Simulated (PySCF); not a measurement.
# C2H10SSi2: electronic excitations

Aim: predict the electronic excitations of C2H10SSi2 (`C[SiH2][Si@H](C)S`).

Programs: PySCF 2.14.0, with density-fitted response routines of our own. Each step states its level of theory. These are calculated values for one molecule in the gas phase, unless marked as measured. Atoms count from 0, in the outputs and in this text.

## 1. The molecule as given

15 atoms, charge 0, multiplicity 1; geometry from: GFN2-xTB.

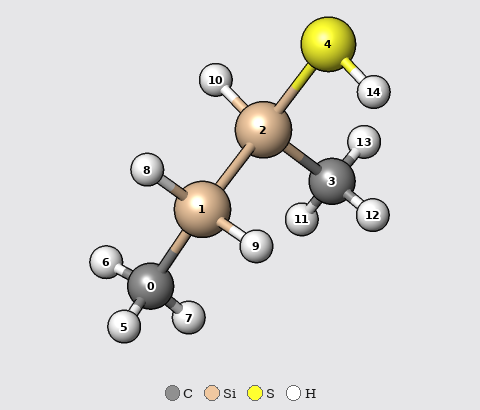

As it starts; carbon grey, silicon light orange, sulfur yellow, hydrogen white, atoms numbered; sticks join atoms by distance.

## 2. Ultraviolet spectrum: CAM-B3LYP/def2-SVPD

The job: settings as JSON, then the geometry in Å.

```
{"job": {"kind": "uv", "xc": "CAM-B3LYP", "basis": "def2-SVPD", "nstates": 8, "ntriplets": 3}, "charge": 0, "multiplicity": 1}
C     -2.158138    -0.926321     0.353169
Si    -1.293764     0.718234    -0.036242
Si     0.847143     0.275388    -0.826023
C      1.906424    -0.750952     0.382168
S      1.908543     2.140517    -1.187417
H     -3.141336    -0.759615     0.782159
H     -2.290644    -1.523694    -0.544416
H     -1.588968    -1.521573     1.061356
H     -2.120393     1.457169    -0.999100
H     -1.267777     1.528542     1.195063
H      0.960488    -0.321090    -2.158699
H      1.499577    -1.751419     0.495407
H      1.940232    -0.296464     1.369943
H      2.931524    -0.847362     0.032673
H      1.862675     2.586629     0.058045
```

Level: TDDFT CAM-B3LYP/def2-SVPD, vertical, gas phase, core orbitals frozen in the response.

The run is started by

```sh
OMP_NUM_THREADS=1 python probes_run.py task.json out
```

This one command runs all jobs of the session in turn.

Output:

```text
coarse grid: 13248 points
cycle   1  E = -1058.8851763650  dE =  5.194e-02  |g| = 3.844e-01  |ddm| = 4.553e+00
cycle   2  E = -1058.9019270552  dE = -1.675e-02  |g| = 3.205e-01  |ddm| = 9.899e-01
cycle   3  E = -1058.9306602892  dE = -2.873e-02  |g| = 2.496e-02  |ddm| = 4.752e-01
cycle   4  E = -1058.9308700831  dE = -2.098e-04  |g| = 1.148e-02  |ddm| = 7.819e-02
cycle   5  E = -1058.9309135034  dE = -4.342e-05  |g| = 2.251e-03  |ddm| = 2.277e-02
cycle   6  E = -1058.9309151899  dE = -1.686e-06  |g| = 5.312e-04  |ddm| = 5.735e-03
final grid: 111736 points
cycle   7  E = -1059.0562167201  dE = -1.689e-05  |g| = 2.584e-03  |ddm| = 4.274e-02
cycle   8  E = -1059.0562169477  dE = -2.277e-07  |g| = 2.454e-03  |ddm| = 7.674e-03
cycle   9  E = -1059.0562185036  dE = -1.556e-06  |g| = 9.235e-05  |ddm| = 2.723e-03
cycle  10  E = -1059.0562185072  dE = -3.632e-09  |g| = 4.446e-05  |ddm| = 3.644e-04
cycle  11  E = -1059.0562185079  dE = -6.853e-10  |g| = 8.925e-06  |ddm| = 9.870e-05
converged SCF energy = -1059.0562185079

Static polarisability (au): isotropic 103.391, principal 86.750 101.887 121.537

Singlet excitations
state   eV       nm        f      main configurations
  1   5.7318    216.3   0.02952   H->L 0.80, H->L+1 0.12
  2   6.0431    205.2   0.01230   H->L+3 0.34, H->L+1 0.32, H->L+4 0.09
  3   6.4468    192.3   0.01261   H->L+2 0.47, H->L+1 0.29, H->L+3 0.10
  4   6.8240    181.7   0.08967   H->L+2 0.31, H->L+3 0.23, H->L+1 0.16
  5   7.1991    172.2   0.07878   H-1->L 0.60, H->L+4 0.10, H->L+3 0.09
  6   7.3274    169.2   0.02070   H->L+4 0.37, H->L+3 0.10, H-1->L 0.10
  7   7.4544    166.3   0.01442   H->L+5 0.26, H->L+6 0.25, H-1->L+1 0.15
  8   7.5719    163.7   0.01176   H-1->L+1 0.46, H->L+4 0.12

Triplet excitations (Tamm-Dancoff, eV): 5.2986 5.6424 5.9470
```

Run time: 58 s. Hardware: 1 thread of Arm Neoverse N1, shared host; peak memory 0.89 GiB.

Frontier orbitals and where they lie:

```
orbital      eV                         atoms
 HOMO−3  -10.73  Si2 19 %, Si1 18 %, H10 16 %
 HOMO−2  -10.36    S4 24 %, Si2 18 %, C3 17 %
 HOMO−1   -9.61   S4 42 %, Si2 20 %, Si1 15 %
   HOMO   -8.25    S4 64 %, Si2 11 %, Si1 8 %
   LUMO    0.57   Si2 19 %, Si1 19 %, S4 16 %
 LUMO+1    0.91   Si2 17 %, S4 15 %, Si1 15 %
 LUMO+2    1.30   S4 28 %, Si1 22 %, Si2 14 %
```

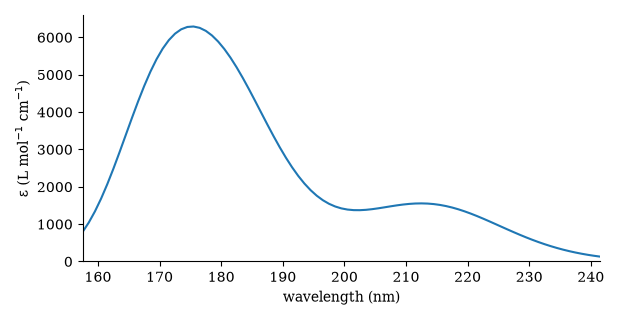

Absorption spectrum: each of the 8 states is a Gaussian band of 0.4 eV half-width at 1/e. Beyond the last state computed it falls off for lack of states.

Further results of this job:

```csv
property,computed
dipole moment (D),2.41
polarisability (Å³),15.32
HOMO–LUMO gap (eV),8.82
−ε(HOMO) (eV),8.25
```

## 3. Summary of results

| quantity | value |
| --- | --- |
| lowest singlet (CAM-B3LYP/def2-SVPD) | 5.73 eV (216 nm), f = 0.030 |
| brightest single state of those computed | state 4, 6.82 eV, f = 0.090 |
| lowest triplet | 5.30 eV |

What this shows: The first singlet state (HOMO→LUMO 0.80, HOMO→LUMO+1 0.12) lies at 5.73 eV and is weak; of the 8 states computed, the strongest absorption comes from state 4 at 6.82 eV. The lowest triplet lies 0.43 eV below the lowest singlet (triplets in Tamm-Dancoff, singlets in full TDDFT).
